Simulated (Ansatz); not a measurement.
## Electronic structure of CH₃AlN (SMILES C=[N][AlH]) (doublet) in real space

Input file:

```
crystal:
  periodic: [false, false, false]
  atoms:
    - { symbol: C, position_ang: [-0.89305, -0.18812, -0.82891] }
    - { symbol: "N", position_ang: [-0.02664, -0.46959, 0.05379] }
    - { symbol: Al, position_ang: [0.66197, -1.6502, 1.18966] }
    - { symbol: H, position_ang: [-0.81888, -0.57653, -1.84644] }
    - { symbol: H, position_ang: [-1.79525, 0.38894, -0.61172] }
    - { symbol: H, position_ang: [1.47497, -2.95034, 1.67819] }
magnetization:
  spin_polarized: true
  initial_magnetization: 1
basis:
  gaussian: { orbitals: def2-SVP }
hamiltonian:
  xc: pbe0
  dispersion: d4
relax:
  f_tol: 0.015
  max_steps: 40
output:
  orbitals: {}
```

Command:

```sh
ansatz run input.yaml --threads 1 --pin off --max-ram 2048MiB --backend cpu --events-out ev --progress --plain --runs-dir out
```

The fields are those of the relaxed geometry.

Computed with Ansatz, UKS PBE0-D4/def2-SVP.

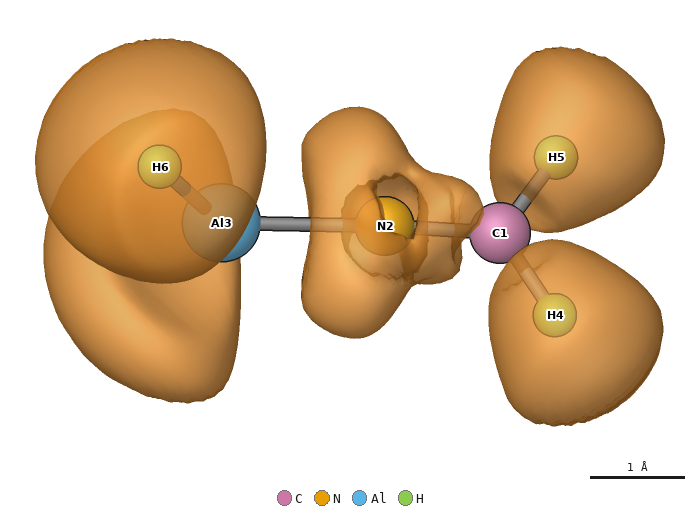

Figure 1. Isosurface of the ELF at 0.75 (orange), seen at a tilt. Only the valence region is drawn (cores and ρ < 0.01 e/Å³ removed).

> What do the ELF domains correspond to?

The ELF exceeds this value in three regions around hydrogen nuclei, one region on N in which the atom's valence shell and bonds are merged and one lobe on Al, pointing away from the bonds (non-bonding electrons). Along the contacts the grid gives the following. C–N (1.25 Å): the ELF peaks at about 0.90 between the atoms (a multiple bond). Al–N (1.76 Å): the ELF peaks at about 0.90 in the valence shell of N, 0.6 Å from its nucleus, and is about 0.50 at the midpoint.

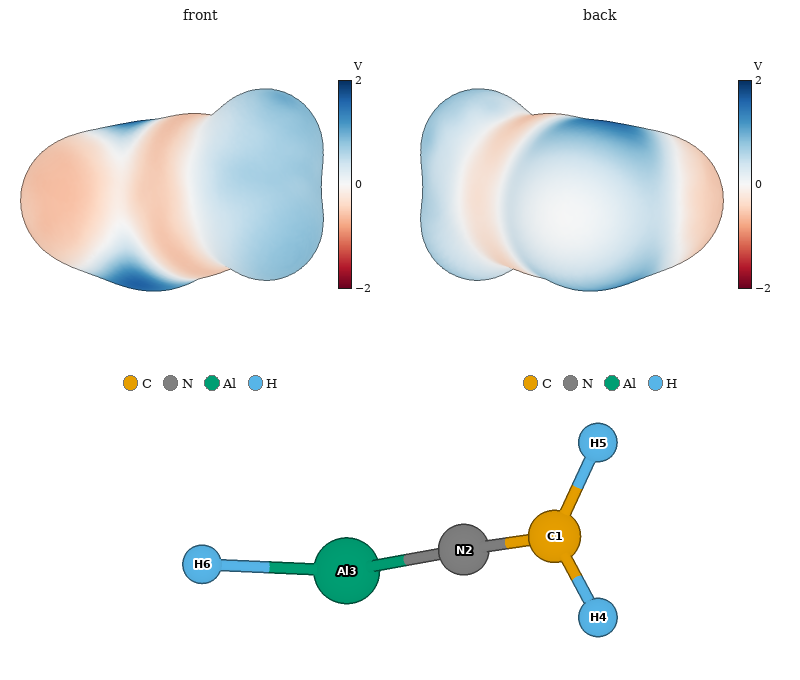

Figure 2. The molecular electrostatic potential painted on the density surface at 0.002 e/bohr³, seen from the front and from behind; the colour scale runs from red (negative) to blue (positive). The bare structure is drawn below in the same view.

> Where is the surface potential most negative and most positive?

The most negative region (about −0.6 V) lies over H6, the most positive (about +1.6 V) over Al3.

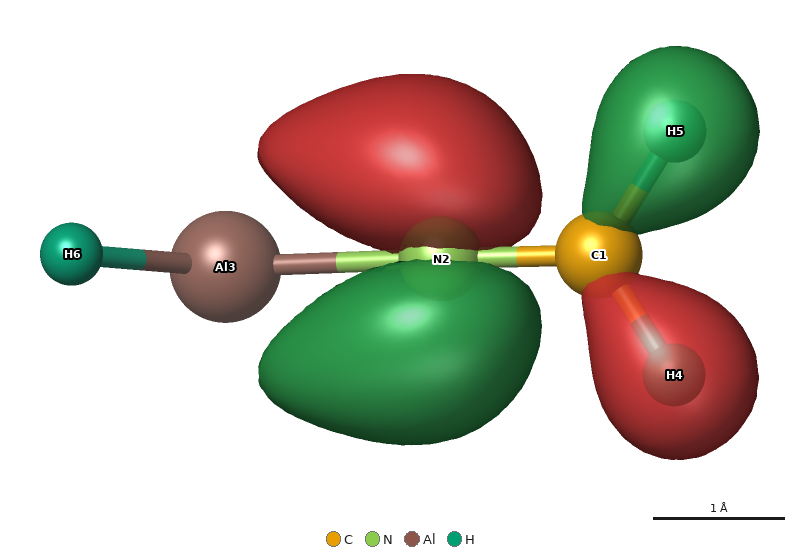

Figure 3. One frontier orbital at ±0.15 Å⁻³ᐟ² (green and red are the two phases), seen across its widest extent.

> Which orbital is it: HOMO (β) or LUMO (β)?

The HOMO (β), at −6.68 eV. By Hirshfeld shares it lies mainly on N2 (about 55 %), Al3 (about 15 %), C1 (about 15 %), H4 (about 10 %) and H5 (about 10 %).

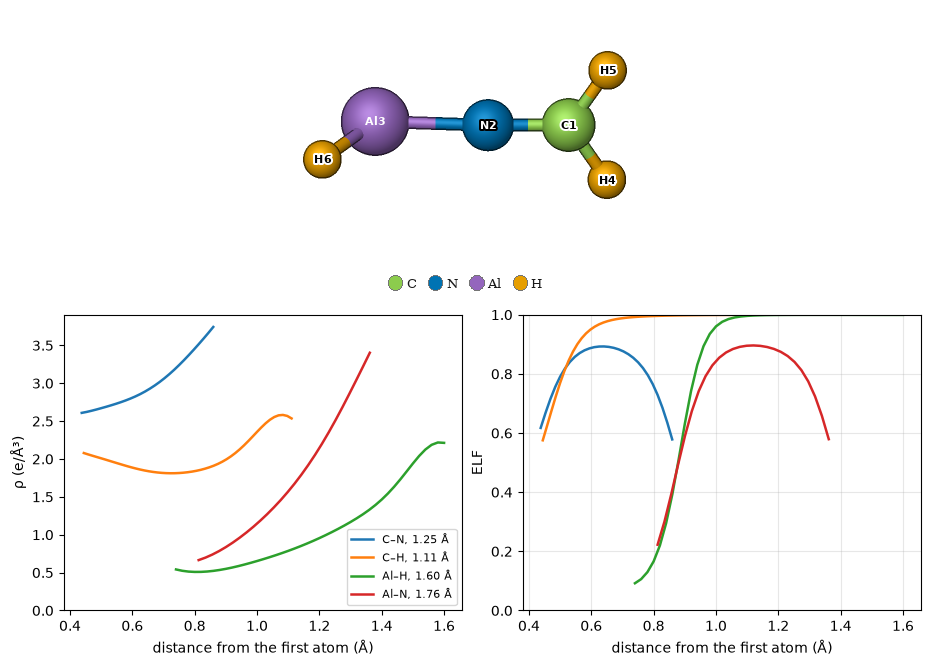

Figure 4. Total electron density and ELF along straight lines between neighbouring atoms. The curves leave out the atomic cores. The structure is drawn too.

> What can be read from the curves?

C–N (1.25 Å): ρ at the midpoint is about 2.9 e/Å³; the ELF peaks at about 0.90 between the atoms: a short, multiple covalent bond.
C–H (1.11 Å): ρ is about 1.9 e/Å³ halfway; the ELF climbs to about 1 towards the hydrogen, as it does in any bond to H (a covalent bond by its length).
Al–H (1.60 Å): the density is about 0.51 e/Å³ at the midpoint; the ELF climbs to about 1 towards the hydrogen.
Al–N (1.76 Å): ρ is about 0.79 e/Å³ halfway; the ELF peaks at about 0.90 in the valence shell of N, 0.6 Å from its nucleus, and is about 0.50 at the midpoint.
